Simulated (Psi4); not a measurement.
**Frequency calculation of CH₆Al (charge −1) (part 4 of 4)**

The same run, continued: CH₆Al, charge −1, SMILES [CH3][AlH3-]; SVWN-RPA/pcseg-1, RKS (Psi4 1.11). The geometry was optimised with SVWN-RPA/pcseg-1 (4 decimals).

Geometry of the input (Å):
```
C  -0.1822  0.1094  -1.0307
Al 0.1673  -0.1007  0.9500
H  -0.5209  -0.8415  -1.4915
H  0.7289  0.4305  -1.5767
H  -0.9673  0.8674  -1.2314
H  -0.8132  0.9161  1.8154
H  1.7463  0.2631  1.2942
H  -0.1341  -1.6596  1.4224
```

## Standard output
```
Warning: thermodynamics relations excluded imaginary frequencies: ['155.0080i']
Warning: used thermodynamics relations inappropriate for low-frequency modes: ['404.9827' '405.8781' '523.2036']
total energy -283.16719296 hartree = -7705.37179 eV
wavenumbers / cm^-1: [-155.   405.   405.9  523.2  675.1  675.5  717.1  717.3  734.7 1101.
 1378.  1378.2 1616.4 1616.5 1665.7 2942.1 3042.2 3042.5]
ZPVE: 0.05156944 Eh
ENTHALPY: -283.11042418 Eh
GIBBS FREE ENERGY: -283.14050117 Eh
CURRENT ENERGY                                   -283.1671929630
CURRENT REFERENCE ENERGY                         -283.1671929630
DD SOLVATION ENERGY                                 0.0000000000
DFT FUNCTIONAL TOTAL ENERGY                      -283.1671929630
DFT TOTAL ENERGY                                 -283.1671929630
DFT VV10 ENERGY                                     0.0000000000
DFT XC ENERGY                                     -25.4258355070
ENTHALPY                                         -283.1104241816
ENTHALPY CORRECTION                                 0.0567687814
GIBBS FREE ENERGY                                -283.1405011699
GIBBS FREE ENERGY CORRECTION                        0.0266917931
GRID ELECTRONS ALPHA                               12.9999959774
GRID ELECTRONS BETA                                12.9999959774
GRID ELECTRONS TOTAL                               25.9999919548
NUCLEAR REPULSION ENERGY                           55.2569566634
ONE-ELECTRON ENERGY                              -507.1740849267
PCM POLARIZATION ENERGY                             0.0000000000
PE ENERGY                                           0.0000000000
SCF ITERATION ENERGY                             -283.1671929630
SCF ITERATIONS                                     10.0000000000
SCF TOTAL ENERGY                                 -283.1671929630
THERMAL ENERGY                                   -283.1113683662
THERMAL ENERGY CORRECTION                           0.0558245968
TWO-ELECTRON ENERGY                               194.1757708074
XC GRID RADIAL POINTS                              75.0000000000
XC GRID SPHERICAL POINTS                          302.0000000000
XC GRID TOTAL POINTS                           174804.0000000000
ZERO K ENTHALPY                                  -283.1156235257
ZPVE                                                0.0515694373
```

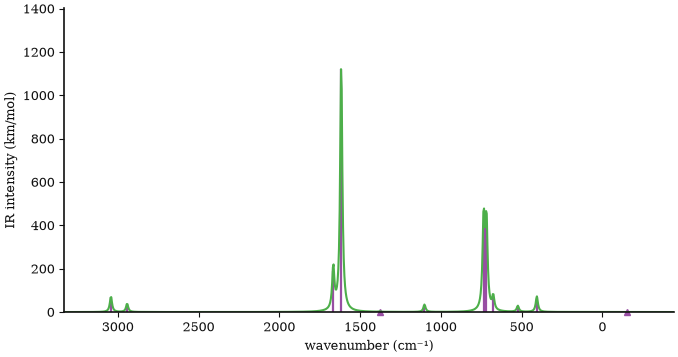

Fig. 1: Harmonic infrared spectrum, unscaled: sticks (degenerate modes added up, dark ones marked on the axis) with a Lorentzian envelope of 16 cm⁻¹ full width, scaled to the tallest stick; imaginary modes are drawn at negative wavenumbers. 18 modes from 155i to 3042 cm⁻¹, 1 imaginary beyond 8i (155i cm⁻¹): a first-order saddle point, if the geometry is stationary. The strongest line is at 1616 cm⁻¹ (1121 km/mol).

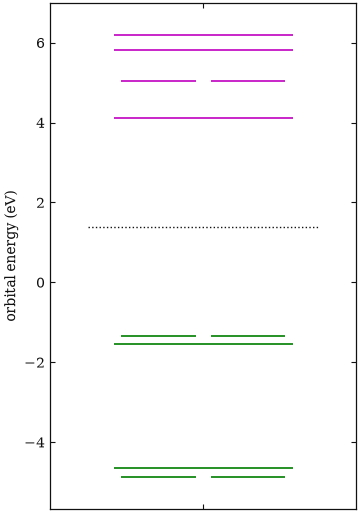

Fig. 2: Orbital energies near the frontier; the dotted line parts filled from empty levels, and levels within 0.02 eV of each other stand side by side. Highest filled −1.35 eV, lowest empty 4.12 eV, 5.47 eV apart.

## Summary

- outcome: converged
- total energy: −283.167193 hartree
- basis functions: 62
- HOMO: −1.35 eV
- LUMO: 4.12 eV
- zero-point energy: 0.051569 hartree
- wavenumbers, lowest and highest: 155i and 3042 cm⁻¹
- wall time: 34 s
- peak memory: 0.37 GiB

## Notes

The record of the run, not the program, notes: imaginary modes.
